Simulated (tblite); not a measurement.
# Molecular dynamics of C2H8O3Si2 (part 1 of 2)

System: C2H8O3Si2, SMILES O=C(CO[SiH3])O[SiH3].
Method: GFN2-xTB Langevin dynamics, gas phase (tblite 0.8.0).

It belongs to a series of runs on one base structure; here: H on C replaced by OSiH3.

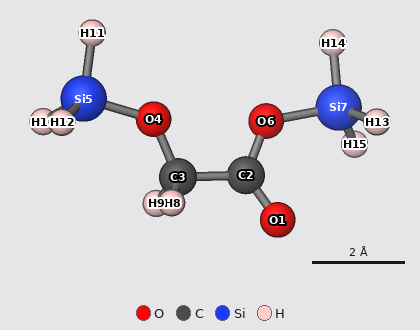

Fig. 1: The structure as given in the input (ball-and-stick view, seen at a tilt; atoms are numbered from 1 in the order of the input). Bond lengths as drawn: C–C 1.52 Å, C–H 1.10 Å, C–O 1.20 to 1.38 Å, H–Si 1.45 to 1.47 Å and O–Si 1.62 to 1.67 Å.

The input:
```
{"job": {"kind": "md", "xc": "GFN2-xTB", "basis": "xTB", "temperature": 300, "steps": 2000, "every": 50}, "charge": 0, "multiplicity": 1}
O      1.148109    -1.000471     1.638982
C      0.641413    -0.524685     0.656682
C     -0.851834    -0.249375     0.555902
O     -1.158892     0.483210    -0.575549
Si    -2.603836     0.984116    -1.117676
O      1.313704    -0.211850    -0.423664
Si     2.957094    -0.441747    -0.566663
H     -1.160993     0.273781     1.470391
H     -1.361778    -1.223626     0.549056
H     -3.487246    -0.155418    -1.385646
H     -2.162590     1.686647    -2.308097
H     -3.264730     1.838971    -0.126288
H      3.635840     0.369199     0.437041
H      3.105315     0.040798    -1.931233
H      3.246010    -1.861561    -0.400804
```

The first line tells a small driver script what to run in tblite; the rest is the geometry in Å.

Run as:
```bash
OMP_NUM_THREADS=1 python <driver script> task.json out
```

Output:
```
t/fs     T/K      E/eV
    0.0   239.3   -656.76558
   25.0   163.5   -656.54591
   50.0   187.0   -656.36372
   75.0   193.4   -656.45398
  100.0   223.8   -656.34594
  125.0   171.4   -656.36768
  150.0   161.6   -656.41082
  175.0   241.4   -656.45191
  200.0   305.5   -656.40527
  225.0   286.8   -656.27850
  250.0   247.5   -656.34840
  275.0   211.4   -656.39339
  300.0   177.5   -656.33507
  325.0   227.9   -656.32180
  350.0   343.4   -656.41756
  375.0   314.0   -656.35453
  400.0   392.8   -656.46975
  425.0   346.4   -656.42741
  450.0   171.7   -656.35139
  475.0   208.7   -656.31024
  500.0   349.7   -656.44339
  525.0   221.5   -656.33858
  550.0   285.0   -656.37678
  575.0   303.7   -656.53670
  600.0   367.1   -656.58933
  625.0   216.9   -656.30853
  650.0   172.1   -656.36330
  675.0   245.7   -656.42370
  700.0   205.0   -656.20183
  725.0   221.2   -656.19427
  750.0   289.9   -656.37594
  775.0   306.4   -656.38748
  800.0   308.1   -656.42823
  825.0   314.1   -656.37672
  850.0   297.1   -656.31029
  875.0   280.7   -656.40016
  900.0   302.5   -656.30612
  925.0   270.5   -656.30971
  950.0   258.2   -656.22264
  975.0   251.3   -656.38630
 1000.0   387.2   -656.58472
```

Trajectory as extended XYZ (Å, eV, eV/Å), 31 of the 41 frames kept, from step=0 to step=40:
```
15
Properties=species:S:1:pos:R:3:forces:R:3 step=0 time_fs=0.0 energy=-656.76558 temperature=239.3
O     1.1481   -1.0005    1.6390    0.0001  -0.0042  -0.0018
C     0.6414   -0.5247    0.6567   -0.0013  -0.0019  -0.0006
C    -0.8518   -0.2494    0.5559    0.0004   0.0015   0.0010
O    -1.1589    0.4832   -0.5755    0.0002   0.0020   0.0003
Si   -2.6038    0.9841   -1.1177    0.0009   0.0023  -0.0017
O     1.3137   -0.2118   -0.4237   -0.0026  -0.0031  -0.0024
Si    2.9571   -0.4417   -0.5667   -0.0014  -0.0016   0.0022
H    -1.1610    0.2738    1.4704   -0.0016   0.0028  -0.0002
H    -1.3618   -1.2236    0.5491    0.0002   0.0016   0.0023
H    -3.4872   -0.1554   -1.3856    0.0020  -0.0012   0.0029
H    -2.1626    1.6866   -2.3081   -0.0010  -0.0008  -0.0014
H    -3.2647    1.8390   -0.1263   -0.0016  -0.0003  -0.0008
H     3.6358    0.3692    0.4370    0.0009   0.0015  -0.0004
H     3.1053    0.0408   -1.9312   -0.0004   0.0021   0.0026
H     3.2460   -1.8616   -0.4008    0.0052  -0.0004  -0.0020
15
Properties=species:S:1:pos:R:3:forces:R:3 step=1 time_fs=25.0 energy=-656.54591 temperature=163.5
O     1.1108   -1.0172    1.6348    0.3594   0.3989  -0.2501
C     0.6545   -0.5035    0.6447   -0.7175  -1.0515  -0.2204
C    -0.8444   -0.3338    0.4920   -0.5997   1.4056  -0.6562
O    -1.1491    0.6638   -0.4942   -0.1160  -1.0825   0.2561
Si   -2.6353    0.9692   -1.1361    0.7598  -0.7905  -0.2523
O     1.3141   -0.2084   -0.4447    0.2570   0.1188   0.2742
Si    2.9514   -0.4398   -0.5369    0.5125  -0.4106  -0.5446
H    -1.2091    0.0585    1.4329   -0.2020  -0.0636   0.5342
H    -1.3635   -1.2976    0.3094    0.4259   0.4140  -0.1590
H    -3.3370   -0.3463   -1.2068    0.0641   0.3989  -0.0943
H    -2.2656    1.4993   -2.4687   -0.1857  -0.0737   0.5404
H    -3.3358    1.8067   -0.1903   -0.2621   0.3182   0.0783
H     3.6284    0.4593    0.3751    0.0200   0.1181   0.1299
H     3.1836   -0.1412   -1.9623   -0.1702   0.0161   0.3392
H     3.2925   -1.8499   -0.2665   -0.1455   0.2837   0.0245
15
Properties=species:S:1:pos:R:3:forces:R:3 step=3 time_fs=75.0 energy=-656.45398 temperature=193.4
O     0.9529   -1.0233    1.6010    1.0312  -0.3603   0.2263
C     0.5891   -0.5060    0.5856   -1.6374   0.9499   0.3501
C    -0.9059   -0.1765    0.4992   -0.6075   0.5132  -0.0471
O    -1.3434    0.7921   -0.4238    0.4427  -0.4222   0.1707
Si   -2.7976    0.9504   -1.1704    0.7821  -1.2567   0.5589
O     1.2805   -0.2444   -0.4745   -0.0016  -0.0461  -0.0961
Si    2.9216   -0.4391   -0.4786    0.3653  -0.4915   0.6287
H    -1.3209    0.1019    1.4996    0.5241  -0.3297  -0.4714
H    -1.2415   -1.1936    0.2618   -0.7181   0.0485  -0.1891
H    -3.0300   -0.3971   -1.7207   -0.2482   0.1409  -0.1435
H    -2.4601    1.9396   -2.1321    0.0653   0.5391  -0.3822
H    -3.8259    1.2108   -0.1869   -0.2996   0.2130   0.1398
H     3.3942    0.4194    0.6206    0.1069  -0.1919  -0.2912
H     3.0983   -0.0327   -1.8381    0.2399   0.2485  -0.4782
H     3.2436   -1.8766   -0.2907   -0.0451   0.4452   0.0244
15
Properties=species:S:1:pos:R:3:forces:R:3 step=4 time_fs=100.0 energy=-656.34594 temperature=223.8
O     0.9690   -0.9282    1.5955   -0.3521   0.5539  -1.0150
C     0.5050   -0.4383    0.5761   -0.7523  -0.3426   1.7794
C    -1.0443   -0.0929    0.5535    1.2182   0.6965   1.3865
O    -1.3927    0.8022   -0.4259   -0.2475  -0.4754  -0.8992
Si   -2.8300    0.9341   -1.1769   -0.2067  -0.3771  -0.3269
O     1.2087   -0.2635   -0.5000    0.3915   0.3129  -0.3174
Si    2.8998   -0.4428   -0.4694    0.1570  -0.0044  -0.6317
H    -1.3747    0.4546    1.5157    0.9023  -1.2018  -0.7034
H    -1.4742   -1.1056    0.5658   -0.4390   0.3640  -0.3860
H    -3.1579   -0.1030   -2.2014    0.2999   0.2184   0.3810
H    -2.6957    2.2408   -1.7549    0.1360   0.3137  -0.1565
H    -3.8998    0.8765   -0.1919   -0.1631  -0.0284   0.1679
H     3.5209    0.4196    0.5148   -0.1572   0.1269   0.2611
H     3.3492    0.0446   -1.8129   -0.5576  -0.2699   0.5059
H     3.2766   -1.8390   -0.2333   -0.2294   0.1134  -0.0456
15
Properties=species:S:1:pos:R:3:forces:R:3 step=5 time_fs=125.0 energy=-656.36768 temperature=171.4
O     0.9438   -0.8190    1.6558    0.3069  -0.2065   0.4973
C     0.4750   -0.4257    0.6212   -1.2856   0.2660   1.0857
C    -1.0053   -0.0670    0.5436    0.2996   1.6556   1.3430
O    -1.3885    0.7641   -0.4805   -0.3935   0.0147  -1.0806
Si   -2.8652    0.9446   -1.1800    0.0185   0.6123   0.6159
O     1.1357   -0.2924   -0.4504    0.6045   0.4950  -1.4078
Si    2.7970   -0.4112   -0.4432   -0.2208   0.6654  -0.4768
H    -1.2615    0.5457    1.4491    0.3865  -0.8111   0.0533
H    -1.4874   -1.0090    0.6340   -0.9335  -0.8502  -0.2372
H    -2.8821    0.0031   -2.2683   -0.2085  -0.3223  -0.3428
H    -2.9100    2.3668   -1.6704    0.1535  -0.7611   0.3836
H    -3.9554    0.6689   -0.1623    0.5323   0.1412  -0.5560
H     3.4050    0.5313    0.4858   -0.0302  -0.0715   0.0864
H     2.8366    0.0696   -1.8191    0.3659  -0.1111  -0.0850
H     3.0228   -1.7880   -0.1712    0.4044  -0.7163   0.1211
15
Properties=species:S:1:pos:R:3:forces:R:3 step=7 time_fs=175.0 energy=-656.45191 temperature=241.4
O     0.9138   -0.7719    1.6648   -0.0097  -0.2305  -0.0207
C     0.3944   -0.4248    0.6276   -1.1248   0.1276   2.1765
C    -1.1315   -0.1430    0.6032    1.1023  -0.8534  -1.4849
O    -1.4365    0.6966   -0.4522    1.1548  -0.0256   0.8294
Si   -2.8349    0.9036   -1.1408   -1.9561  -0.4763  -1.3107
O     1.0539   -0.1917   -0.4301    0.2561   0.3796  -1.2416
Si    2.7208   -0.2889   -0.4872   -0.0162  -0.3243  -0.4669
H    -1.4657    0.2446    1.5260   -0.1009   0.6598   1.1807
H    -1.6291   -1.1063    0.4874   -0.0368  -0.3625  -0.0957
H    -3.0176    0.0134   -2.3264    0.1074   0.0836   0.4422
H    -2.7709    2.2461   -1.5918    0.1404   0.8420  -0.2044
H    -4.0164    0.7104   -0.2818    0.2135  -0.0620   0.0567
H     3.3947    0.1923    0.7166   -0.1250   0.0652  -0.1727
H     2.7580    0.5167   -1.7197    0.2973  -0.1195   0.2737
H     2.9535   -1.7350   -0.6852    0.0976   0.2964   0.0385
15
Properties=species:S:1:pos:R:3:forces:R:3 step=8 time_fs=200.0 energy=-656.40527 temperature=305.5
O     0.9319   -0.8464    1.6849   -0.0871   0.1545  -1.0253
C     0.4184   -0.4568    0.6534   -1.4927  -0.4398   1.6366
C    -1.1126   -0.2856    0.5715   -0.4006   0.0730  -2.3016
O    -1.4719    0.7272   -0.4013    0.3912  -0.6922   1.1762
Si   -2.8942    0.9102   -1.1925    0.7937  -0.4287   0.6878
O     1.0097   -0.0885   -0.4098    1.5334  -0.0264  -1.0748
Si    2.6936   -0.2443   -0.5251   -0.5393   0.6058  -0.6698
H    -1.4137    0.0017    1.5356   -0.6388   0.5582   1.3039
H    -1.6767   -1.2224    0.3053    0.8487   0.4812   0.2102
H    -2.8295   -0.1021   -2.2063   -0.2637  -0.4131  -0.6473
H    -2.7552    2.2515   -1.6808   -0.0588   0.3340  -0.0400
H    -3.9590    0.5662   -0.2605   -0.2940   0.1702   0.0205
H     3.2707    0.3979    0.5996    0.3752   0.2959   0.7858
H     2.9359    0.5932   -1.7005   -0.1490  -0.1851  -0.0215
H     3.0646   -1.6232   -0.6532   -0.0181  -0.4876  -0.0406
15
Properties=species:S:1:pos:R:3:forces:R:3 step=9 time_fs=225.0 energy=-656.27850 temperature=286.8
O     0.9058   -0.9110    1.5484    1.5774  -1.4718   3.7787
C     0.3628   -0.3874    0.6668   -0.7424   0.0672  -2.9962
C    -1.1180   -0.3949    0.4720   -0.6655   0.3153  -2.4560
O    -1.5320    0.7369   -0.2598   -0.2788  -0.1925   0.0399
Si   -2.8357    0.9060   -1.2311    0.0183   0.9100  -0.4481
O     1.0467   -0.0350   -0.4037   -0.7527   0.8856  -0.5681
Si    2.6637   -0.1861   -0.5712    0.5397  -1.5851  -0.4467
H    -1.6504   -0.4844    1.3843   -0.4574  -0.0766   0.9449
H    -1.3603   -1.2698   -0.2063    0.4157   0.2858   0.9082
H    -3.0201   -0.0326   -2.4176    0.4137   0.4695   0.6956
H    -2.5359    2.3644   -1.5850   -0.2730  -1.1710   0.1693
H    -4.0833    0.7218   -0.4647    0.1757   0.0384  -0.0160
H     3.3794    0.2846    0.5660    0.2882   0.3114   0.5390
H     2.8596    0.5059   -1.8079   -0.0032   0.3859  -0.3774
H     2.9855   -1.6610   -0.8011   -0.2556   0.8278   0.2328
15
Properties=species:S:1:pos:R:3:forces:R:3 step=11 time_fs=275.0 energy=-656.39339 temperature=211.4
O     0.8326   -1.1718    1.4515   -0.6416   0.7420  -0.4310
C     0.2777   -0.5372    0.5782    1.5921  -1.1918  -0.5105
C    -1.2258   -0.5397    0.3672   -0.3886   0.8798   1.1251
O    -1.6332    0.7241   -0.0545   -0.7518  -0.0670  -0.6525
Si   -2.7709    1.1147   -1.2138    0.6060  -0.3233   1.7846
O     1.0107    0.0171   -0.4188   -1.9083   0.1614   1.0144
Si    2.5991   -0.1871   -0.7096    1.0870   0.7666  -0.2254
H    -1.7309   -0.7885    1.3642    0.5855   0.1805  -1.0604
H    -1.4932   -1.2973   -0.3651    0.1184  -0.2746  -0.0669
H    -2.5078    0.3765   -2.3899    0.2090  -0.4731  -0.9798
H    -2.5063    2.5031   -1.1236    0.0977   0.8292  -0.1956
H    -4.1184    0.7956   -0.7616   -0.1934  -0.1174   0.0576
H     3.4663    0.2880    0.4270   -0.5184  -0.3570  -0.6042
H     2.8019    0.6188   -1.9591   -0.2034  -0.1724   0.6622
H     2.6475   -1.5641   -1.1159    0.3100  -0.5827   0.0824
15
Properties=species:S:1:pos:R:3:forces:R:3 step=12 time_fs=300.0 energy=-656.33507 temperature=177.5
O     0.8614   -1.2585    1.4209   -0.2435  -0.0342   0.0719
C     0.3018   -0.6456    0.5628    0.8632   0.7900  -1.0869
C    -1.1694   -0.4957    0.3282   -1.3685   1.0156   3.1545
O    -1.5850    0.8151   -0.0049    0.0668  -0.8828  -0.5469
Si   -2.6703    1.1805   -1.1952    0.4801   0.1463   0.0421
O     0.9563   -0.0448   -0.4516   -1.0420  -0.3839   0.6770
Si    2.5344   -0.2505   -0.7619    1.2517  -0.1257   1.3339
H    -1.7251   -0.8489    1.3097    0.7884   0.6591  -1.4848
H    -1.4068   -1.1817   -0.4169   -0.5379  -1.2237  -1.4290
H    -2.4321    0.7170   -2.5838    0.1700  -0.1874   0.3922
H    -2.5561    2.6183   -1.2214    0.0695   0.2170   0.1920
H    -3.9750    0.6978   -0.8005   -0.3042  -0.1845   0.1034
H     3.3156    0.2183    0.4083   -0.1336   0.0807  -0.2590
H     2.6411    0.6470   -1.8526    0.0743   0.3123  -0.7724
H     2.8875   -1.6584   -0.7903   -0.1345  -0.1988  -0.3881
15
Properties=species:S:1:pos:R:3:forces:R:3 step=13 time_fs=325.0 energy=-656.32180 temperature=227.9
O     0.8322   -1.2127    1.4223   -0.4436   0.1494  -0.2788
C     0.2485   -0.6534    0.5321    1.9338   0.6089  -1.0020
C    -1.2122   -0.4559    0.3529   -0.6422   0.2926   2.4509
O    -1.5320    0.8364   -0.0215    0.8727  -0.2961   1.8240
Si   -2.6055    1.1735   -1.1346   -0.6259  -0.3904  -1.2704
O     0.9103   -0.1359   -0.5419   -0.1641  -0.5557   1.1279
Si    2.5619   -0.3600   -0.7626   -1.2518  -0.9621  -1.0473
H    -1.7404   -0.7740    1.3297    0.5067   0.5898  -1.1264
H    -1.4809   -1.1435   -0.3910   -0.6151  -1.1681  -1.1921
H    -1.8981    0.6207   -2.2979   -0.3956   0.2488  -0.4255
H    -2.7841    2.5777   -0.9330    0.0095   0.4356  -0.0462
H    -3.8402    0.4033   -0.9287   -0.0686   0.0723  -0.0578
H     3.2841    0.1777    0.3096    0.6753   0.3209   1.0366
H     2.6943    0.3838   -1.9854    0.0592   0.3532  -0.3468
H     2.6753   -1.7941   -1.1254    0.1498   0.3009   0.3538
15
Properties=species:S:1:pos:R:3:forces:R:3 step=15 time_fs=375.0 energy=-656.35453 temperature=314.0
O     0.8646   -1.0651    1.6098   -0.3557  -0.0983   0.1993
C     0.2619   -0.6857    0.6500   -0.1447   0.6631  -1.1031
C    -1.2546   -0.4651    0.5224    0.3845  -1.0898  -2.2896
O    -1.7022    0.7736    0.0874    1.1030  -0.7345   1.4810
Si   -2.3793    1.2771   -1.2361   -1.2587   1.1034  -1.6878
O     0.8435   -0.4164   -0.5050    0.2936   0.0748  -0.0343
Si    2.4907   -0.5773   -0.7257    0.3370   0.5687   1.4616
H    -1.6444   -0.6285    1.4479   -1.2773  -0.4579   2.8834
H    -1.6328   -1.3405   -0.1400    0.5249   1.1989   0.5532
H    -1.4093    1.2336   -2.3178    0.0750   0.0056  -0.2257
H    -2.8502    2.6598   -0.9251    0.3738  -0.5949   0.0744
H    -3.5897    0.5183   -1.6431    0.3061  -0.0354   0.1391
H     3.2458    0.1177    0.3868   -0.4670  -0.3914  -0.5775
H     2.6715    0.1224   -1.9421   -0.0150   0.3698  -0.8231
H     2.7680   -1.9803   -0.7214    0.1206  -0.5820  -0.0509
15
Properties=species:S:1:pos:R:3:forces:R:3 step=16 time_fs=400.0 energy=-656.46975 temperature=392.8
O     0.8123   -1.0445    1.6637   -0.2855   0.4776  -0.9091
C     0.2166   -0.6770    0.6718   -0.6393  -0.6048   0.3726
C    -1.3465   -0.5145    0.6682    1.1902  -0.8752  -1.3309
O    -1.7707    0.7115    0.2234   -0.2197   0.1844  -0.8967
Si   -2.2350    1.3376   -1.2412    1.5650  -0.1836   0.3865
O     0.7775   -0.5287   -0.5112   -0.2042   0.0295   0.6419
Si    2.4443   -0.6375   -0.6417   -0.6407  -0.4158  -0.9876
H    -1.6573   -0.6354    1.6827   -0.3795  -0.2414   0.7287
H    -1.6982   -1.3944    0.0174    0.1636   1.0159   0.7207
H    -1.0903    1.5792   -2.2452   -0.7585  -0.3885   0.6089
H    -2.4958    2.5979   -0.6046   -0.4178   0.4287  -0.0737
H    -3.2561    0.4955   -1.8379   -0.1213  -0.0231  -0.0802
H     2.9553    0.3736    0.1859    0.5988   0.7801   0.8029
H     2.4532   -0.2951   -2.0522    0.1248   0.0391  -0.1942
H     2.9163   -1.9867   -0.4368    0.0241  -0.2229   0.2102
15
Properties=species:S:1:pos:R:3:forces:R:3 step=17 time_fs=425.0 energy=-656.42741 temperature=346.4
O     0.7185   -0.9854    1.6914    0.4797  -0.3901   0.6735
C     0.0922   -0.7622    0.6925   -0.1413   0.2125   0.5447
C    -1.4215   -0.5008    0.8183    0.6583  -0.7762   1.3420
O    -1.7582    0.6718    0.2581   -0.6748   1.4357  -1.1072
Si   -2.1438    1.3583   -1.1833   -0.3398  -0.9085   0.5083
O     0.6855   -0.6159   -0.4519    0.2801   0.0094  -1.0656
Si    2.3905   -0.6600   -0.6271   -0.4924  -0.3629   1.0446
H    -1.5267   -0.3487    1.9610   -0.2298  -0.5769  -1.3691
H    -2.0050   -1.3899    0.4606    0.2732   0.6307   0.2100
H    -0.9843    1.5130   -2.0669   -0.1188   0.0137   0.0946
H    -2.8018    2.5562   -0.6793    0.2123   0.0849  -0.0480
H    -3.1970    0.4943   -1.7962    0.3898   0.2146  -0.0334
H     2.8707    0.5700   -0.0138    0.0168   0.1832  -0.1272
H     2.4581   -0.7427   -2.0729   -0.0359  -0.0774  -0.0103
H     2.9390   -1.7550    0.2383   -0.2776   0.3074  -0.6568
15
Properties=species:S:1:pos:R:3:forces:R:3 step=19 time_fs=475.0 energy=-656.31024 temperature=208.7
O     0.6708   -0.8732    1.7945   -0.1134   0.3870   0.3094
C     0.0429   -0.6240    0.7959   -0.6416  -0.9844   1.6537
C    -1.4681   -0.4305    0.7343    0.5748   0.7514   1.3696
O    -1.7579    0.8430    0.3273   -0.1837   1.3724  -0.4800
Si   -2.0346    1.4255   -1.2081    0.6935  -2.0967   0.7917
O     0.5843   -0.6875   -0.3631    0.0514   0.2153  -1.4398
Si    2.2246   -0.7481   -0.4915    0.4513   1.5709  -1.1503
H    -1.9797   -0.6505    1.6938    0.4741   0.2695  -0.1569
H    -1.8020   -1.1121    0.0275   -0.8123  -1.6025  -1.4893
H    -0.7972    1.3840   -2.0065   -0.2978   0.1649   0.0480
H    -2.7106    2.5837   -0.8305   -0.4163   1.4390   0.2649
H    -3.0398    0.4460   -1.6200   -0.0304  -0.0704  -0.5997
H     2.6562    0.6576   -0.2079   -0.1296  -0.4303  -0.1476
H     2.2670   -1.0295   -1.9428    0.0197  -0.0821   0.4522
H     2.9361   -1.5541    0.4149    0.3605  -0.9041   0.5743
15
Properties=species:S:1:pos:R:3:forces:R:3 step=20 time_fs=500.0 energy=-656.44339 temperature=349.7
O     0.5081   -0.6692    1.8171    0.3474  -0.4791  -0.2124
C    -0.0450   -0.6680    0.7447   -0.8095   1.3804   1.5218
C    -1.5713   -0.4141    0.6927    1.4312   0.5208  -0.9261
O    -1.7636    0.9204    0.3182   -0.0898  -0.6730   0.5401
Si   -1.9872    1.3726   -1.1949    0.4337   0.6241  -0.9619
O     0.5594   -0.6053   -0.3950    0.3774  -0.2258  -0.7377
Si    2.2480   -0.7549   -0.4557   -0.7232  -1.0333   1.0857
H    -2.0073   -0.5261    1.6438   -0.4131  -0.4041   1.2330
H    -1.9515   -1.0933   -0.0344   -0.7248  -0.5817  -0.5723
H    -0.7377    1.5556   -1.9171    0.2785  -0.1872  -0.1521
H    -2.5059    2.6874   -0.9982   -0.4088   0.5043   0.2036
H    -2.8234    0.4837   -1.9687   -0.2521  -0.2951  -0.0577
H     2.8451    0.4888   -0.1133    0.2535   0.6484   0.0728
H     2.3968   -1.3242   -1.7497    0.0560  -0.0654  -0.8000
H     2.4712   -1.8186    0.5500    0.2436   0.2668  -0.2367
```
